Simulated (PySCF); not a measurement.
Input

```
{"job": {"kind": "uv", "xc": "PBE0", "basis": "def2-SVPD", "nstates": 8, "ntriplets": 3}, "charge": 0, "multiplicity": 1}
C     -1.394465     1.387841     1.490600
C     -1.529158     0.413912     0.806230
C     -1.587863    -0.819697     0.034396
N     -0.312455    -1.500739    -0.109447
C      0.599045    -0.938118    -1.090783
Si     1.310671     0.828450    -0.807717
C      1.807095     0.896650     0.990071
N      2.114460     0.906960     2.094001
H     -1.307253     2.250391     2.081720
H     -2.275264    -1.511278     0.536791
H     -1.979665    -0.613855    -0.967740
H      0.142808    -1.574875     0.795597
H      0.085560    -0.963292    -2.057872
H      1.432637    -1.643366    -1.169221
H      0.350807     1.904410    -1.042306
H      2.535442     0.985549    -1.595731
```

Run with:

```sh
OMP_NUM_THREADS=1 python probes_run.py task.json out
```

Geometry: GFN2-xTB.

Computed with PySCF 2.14.0, PBE0/def2-SVPD, SCF density, gas phase.

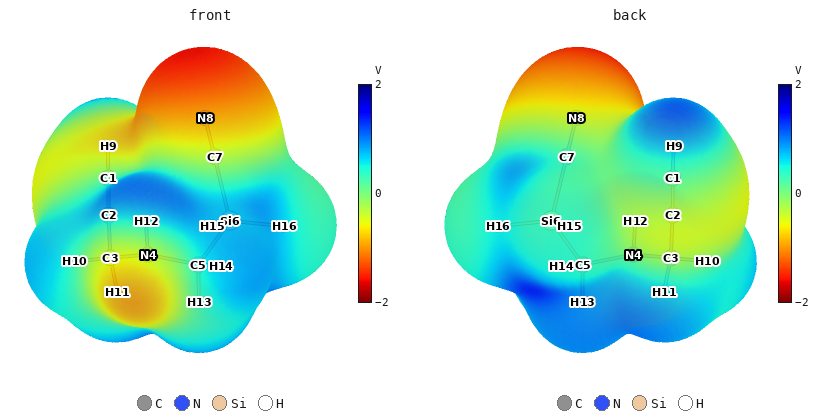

C5H8N2Si (SMILES C#CCNC[SiH2]C#N). The molecular electrostatic potential painted on the density surface at 0.001 e/bohr³, seen from the front and from behind; the colour scale runs from red (negative) to blue (positive).

**Where is the surface potential most negative and most positive?**

The most negative region (about −1.6 V) lies over N8, the most positive (about +1.3 V) over Si6. N8 is the likeliest acceptor of a hydrogen bond.
